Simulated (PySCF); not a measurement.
Input

```
{"job": {"kind": "nmr", "xc": "PBE0", "basis": "pcSseg-1"}, "charge": 0, "multiplicity": 1}
C     -2.643550     0.455678     0.839445
Si    -1.076098    -0.581551     0.598305
C     -0.291626    -0.399175    -1.145398
Si     1.293041     0.393647    -0.409514
P      3.063552    -0.965636    -0.637797
C      0.504363     0.225139     1.331770
H     -3.468456     0.052546     0.261358
H     -2.488454     1.483024     0.525293
H     -2.947922     0.470363     1.880801
H     -1.291940    -1.971171     1.018932
H     -0.122356    -1.340021    -1.662004
H     -0.841568     0.240377    -1.829458
H      1.536627     1.784425    -0.832123
H      3.939269    -0.118138     0.016239
H      3.428522    -0.472330    -1.877339
H      1.059005    -0.412862     2.014276
H      0.340593     1.167715     1.845689
```

Launched as:

```sh
OMP_NUM_THREADS=1 python probes_run.py task.json out
```

Geometry: GFN2-xTB.

Theory: PBE0/pcSseg-1, SCF density, gas phase, non-relativistic in PySCF 2.14.0.

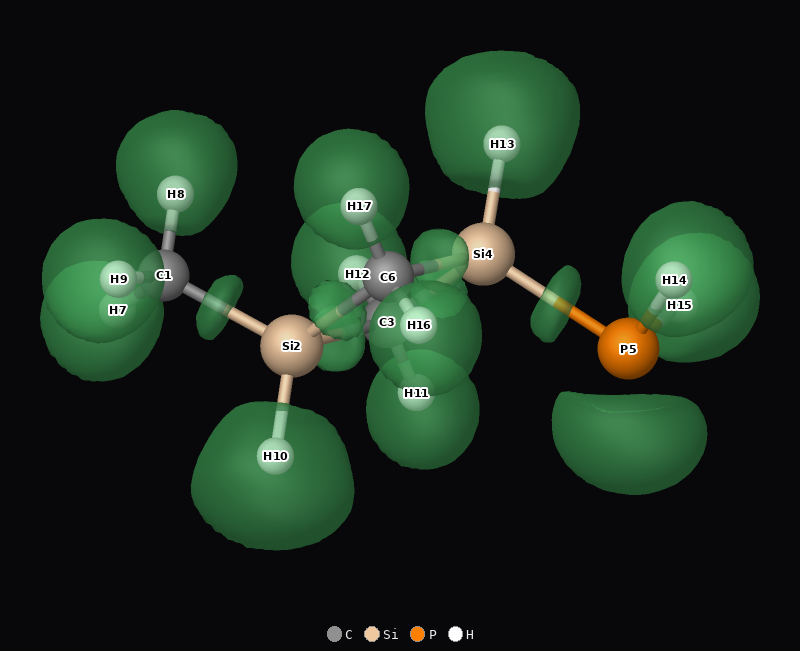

C₃H₁₁PSi₂. Isosurface of the ELF at 0.9 (green), seen from one side. Only the valence region is drawn (cores and ρ < 0.01 e/Å³ removed).

Identify the bonds, lone pairs and shells in this picture.

At this value the surface marks out five regions between bonded C–Si atoms (shared pairs), one region between bonded P–Si atoms (shared pairs), eleven regions around hydrogen nuclei and one lobe on P, pointing away from the bonds (lone pairs). Along the contacts the grid gives the following. C–Si (1.89 Å): the ELF peaks at about 0.95 between the atoms (a shared electron pair). Si–P (2.24 Å): the ELF peaks at about 0.95 between the atoms; a shared electron pair.
